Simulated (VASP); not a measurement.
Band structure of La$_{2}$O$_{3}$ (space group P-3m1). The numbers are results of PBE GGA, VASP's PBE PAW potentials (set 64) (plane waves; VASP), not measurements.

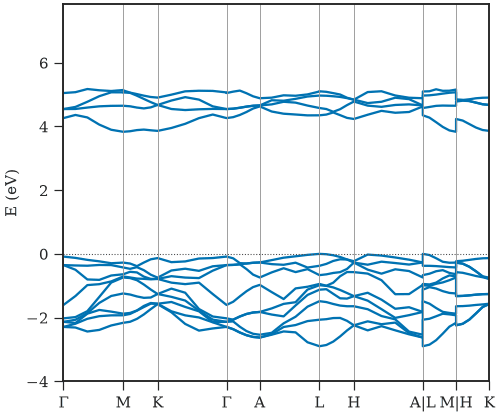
Fig. 1. Bands along high-symmetry lines, zero at the valence-band maximum or, without a gap, the Fermi level

Problem. Read the plot: is there a gap, and where are the band edges?

Solution. The gap is indirect, 3.83 eV, from the valence maximum at L to the conduction minimum at M.

The structure comes from a computed database's La2O3 entry; how it stands against other phases isn't given here. The cell was not relaxed at this level.
